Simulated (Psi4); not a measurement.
# wB97M-V/def2-SVPD run of SiHF3 (SMILES F[SiH](F)F)

Aim: the energy change on altering one bond length of SiHF3 at wB97M-V/def2-SVPD, from 2 runs. 

Program for the calculation: Psi4 1.11.

2 further runs of the same task are left out: 2 set aside as unsound or not needed.

### Step 1. The structure to begin with

SiHF3: 5 atoms, total charge 0, spin state singlet. As SMILES, `F[SiH](F)F`. The shape is that of a PBE0-D4/def2-TZVP optimisation.

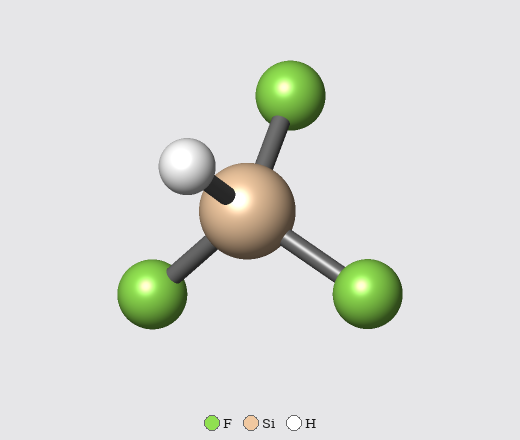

The structure, seen from a chosen angle (fluorine green, silicon light orange, hydrogen white).

### Step 2. The energy at wB97M-V/def2-SVPD

run.py

```python
import numpy as np
from ase.calculators.psi4 import Psi4
from ase import Atoms

a = Atoms(['F', 'Si', 'F', 'F', 'H'], positions=[
    [-0.447100, -0.082200, 1.491300],
    [0.040700, 0.001700, -0.001800],
    [-0.597100, 1.281400, -0.657200],
    [-0.495900, -1.263300, -0.767200],
    [1.499400, 0.062400, -0.065100],
])
calc = Psi4(atoms=a, method='wb97m-v', basis='def2-SVPD', memory='1600MB', num_threads=1, charge=0, multiplicity=1, label='calc', reference='rks')
calc.psi4.set_options({'puream': True, 'e_convergence': 1e-09, 'd_convergence': 1e-08, 'scf_type': 'pk', 'dft_radial_points': 99, 'dft_spherical_points': 590})
a.calc = calc

print(f'energy: {a.get_potential_energy():.6f} eV')
```

Command:

```bash
$ python run.py
```

calc.dat:

```text
[...]
  Running in c1 symmetry.
[...]
  Nuclear repulsion =  188.407850402666924
[...]
  Multiplicity = 1
[...]
  Nalpha       = 21
  Nbeta        = 21
[...]
    Number of basis functions: 101
[...]
   @RKS iter   1:  -589.30792973839380   -4.90238e-01   5.54191e-03 ADIIS/DIIS
[...]
   @RKS iter  10:  -589.41326324680585   -1.59162e-12   2.28326e-09 DIIS
[...]
    Orbital Energies [Eh]
    ---------------------
    Doubly Occupied:
       1A    -66.540250     2A    -24.948127     3A    -24.948091
       4A    -24.948075     5A     -5.571885     6A     -3.891643
       7A     -3.891642     8A     -3.887890     9A     -1.365750
      10A     -1.335816    11A     -1.335786    12A     -0.728598
      13A     -0.651191    14A     -0.651182    15A     -0.637587
      16A     -0.597456    17A     -0.597451    18A     -0.571789
      19A     -0.571771    20A     -0.554537    21A     -0.502535
[...]
  @RKS Final Energy:  -589.41326324680585
   => Energetics <=
    Nuclear Repulsion Energy =            188.4078504026669236
    One-Electron Energy =               -1193.4921820870672491
    Two-Electron Energy =                 454.9343045214868653
    DFT Exchange-Correlation Energy =     -39.4386299575493950
    Empirical Dispersion Energy =           0.0000000000000000
    VV10 Nonlocal Energy =                  0.1753938736570594
    Total Energy =                       -589.4132632468058546
[...]
 Multipole Moments:
 ------------------------------------------------------------------------------------
     Multipole            Electronic (a.u.)      Nuclear  (a.u.)        Total (a.u.)
 ------------------------------------------------------------------------------------
 L = 1.  Multiply by 2.5417464519 to convert [e a0] to [Debye]
 Dipole X            :         -1.7235349            2.2804039            0.5568690
 Dipole Y            :         -0.0717254            0.0949100            0.0231846
 Dipole Z            :          0.0746586           -0.0990473           -0.0243887
 Magnitude           :                                                    0.5578848
[...]
```

Standard output:

```text
energy: -16038.751834 eV
```

It took 2.8 min on 1 thread of Intel Xeon Platinum 8259CL at 2.50GHz (Skylake/Cascade Lake), shared host; peak memory 0.82 GiB.

### Step 3. The distorted shape at the same level

f3hsi.json

```json
{
  "schema_name": "qcschema_input",
  "schema_version": 1,
  "molecule": {
    "schema_name": "qcschema_molecule",
    "schema_version": 2,
    "symbols": ["F", "Si", "F", "F", "H"],
    "geometry": [0.37195479, 2.71331223, 4.55385068, 1.2937632, 2.87186026, 1.7323006, 0.08849587, 5.29014278, 0.4937741, -0.93711519, -2.38729101, -1.44979788, 4.05030669, 2.98656663, 1.61268094],
    "molecular_charge": 0,
    "molecular_multiplicity": 1,
    "fix_symmetry": "c1",
    "fix_com": true,
    "fix_orientation": true
  },
  "driver": "energy",
  "model": {
    "method": "wb97m-v",
    "basis": "def2-SVPD"
  },
  "keywords": {
    "puream": true,
    "e_convergence": 1e-09,
    "d_convergence": 1e-08,
    "scf_type": "pk",
    "dft_radial_points": 99,
    "dft_spherical_points": 590
  }
}
```

Command:

```bash
$ psi4 --qcschema f3hsi.json -n 1 --memory 1600MB
```

stdout:

```text
[...]
  Running in c1 symmetry.
[...]
  Nuclear repulsion =  151.166411377491670
[...]
  Multiplicity = 1
[...]
  Nalpha       = 21
  Nbeta        = 21
[...]
    Number of basis functions: 101
[...]
   @RKS iter   1:  -588.89260753546921   -6.31577e-01   7.53758e-03 ADIIS/DIIS
[...]
   @RKS iter  15:  -589.16381308922632   -5.00222e-12   5.77336e-09 DIIS
[...]
    Orbital Energies [Eh]
    ---------------------
    Doubly Occupied:
       1A    -66.645594     2A    -25.028245     3A    -25.028198
       4A    -24.785067     5A     -5.674509     6A     -3.994875
       7A     -3.993337     8A     -3.989972     9A     -1.431505
      10A     -1.410837    11A     -1.099481    12A     -0.790763
      13A     -0.714614    14A     -0.697825    15A     -0.682016
      16A     -0.650796    17A     -0.637782    18A     -0.604363
      19A     -0.382072    20A     -0.382034    21A     -0.370327
[...]
  @RKS Final Energy:  -589.16381308922632
   => Energetics <=
    Nuclear Repulsion Energy =            151.1664113774916700
    One-Electron Energy =               -1118.0884870212314581
    Two-Electron Energy =                 416.8346295310910818
    DFT Exchange-Correlation Energy =     -39.2542748519235971
    Empirical Dispersion Energy =           0.0000000000000000
    VV10 Nonlocal Energy =                  0.1779078753460768
    Total Energy =                       -589.1638130892263234
[...]
 Multipole Moments:
 ------------------------------------------------------------------------------------
     Multipole            Electronic (a.u.)      Nuclear  (a.u.)        Total (a.u.)
 ------------------------------------------------------------------------------------
 L = 1.  Multiply by 2.5417464519 to convert [e a0] to [Debye]
 Dipole X            :        -16.1918191           17.8730107            1.6811916
 Dipole Y            :        -91.1924977           93.7380863            2.5455886
 Dipole Z            :        -56.7473021           58.2453314            1.4980293
 Magnitude           :                                                    3.3986053
[...]
```

The result, in JSON:

```text
{
 "driver": "energy",
 "model": {
  "method": "wb97m-v",
  "basis": "def2-SVPD"
 },
 "success": true,
 "return_result": -589.1638130892263,
 "properties": {
  "calcinfo_nbasis": 101,
  "calcinfo_nmo": 101,
  "calcinfo_nalpha": 21,
  "calcinfo_nbeta": 21,
  "calcinfo_natom": 5,
  "nuclear_repulsion_energy": 151.16641137749167,
  "return_energy": -589.1638130892263,
  "scf_one_electron_energy": -1118.0884870212315,
  "scf_two_electron_energy": 416.8346295310911,
  "scf_vv10_energy": 0.1779078753460768,
  "scf_xc_energy": -39.2542748519236,
  "scf_dipole_moment": [1.6811916337718564, 2.545588574295323, 1.49802930638635],
  "scf_total_energy": -589.1638130892263,
  "scf_iterations": 15
 }
}
```

It took 3.7 min on 1 thread of Intel Xeon Platinum 8259CL at 2.50GHz (Skylake/Cascade Lake), shared host; peak memory 0.85 GiB.

### Step 4. Results

At wB97M-V/def2-SVPD:

| quantity | value |
| --- | --- |
| first shape: total energy | -589.41326 Eh |
| first shape: dipole moment | 1.42 D |
| first shape: HOMO energy | -13.67 eV |
| first shape: LUMO energy | 1.45 eV |
| first shape: HOMO–LUMO gap | 15.12 eV |
| distorted shape: total energy | -589.16381 Eh |
| distorted shape: dipole moment | 8.64 D |
| distorted shape: HOMO energy | -10.08 eV |
| distorted shape: LUMO energy | -3.93 eV |
| distorted shape: HOMO–LUMO gap | 6.15 eV |
| energy change with the Si2–F4 bond stretched from 1.573 to 3.460 Å | 6.788 eV |

With the Si2–F4 bond stretched from 1.573 to 3.460 Å the energy rises by 6.79 eV (655 kJ/mol). The first shape isn't relaxed at this level, so the change isn't measured from a minimum. A restricted reference can't describe the breaking bond well at this length.
